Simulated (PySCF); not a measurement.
SMILES [AsH2] (H₂As), doublet at its PBE0/def2-SVP optimised geometry (Å):

```
3

As    -0.7549    -0.7649     0.0000
H      0.7750    -0.7649     0.0000
H     -0.7750     0.7649     0.0000
```

Level of theory: unrestricted PBE0/def2-TZVP (PySCF).

Map of the Laplacian of the electron density (e/bohr⁵) on the plane z = 1.2 Å:

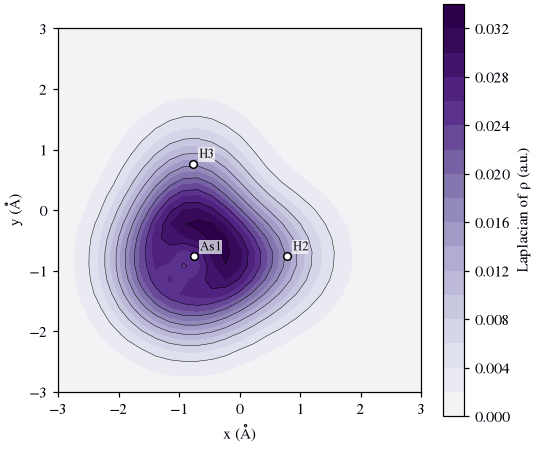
*Laplacian of the electron density (e/bohr⁵) on the plane z = 1.2 Å.*
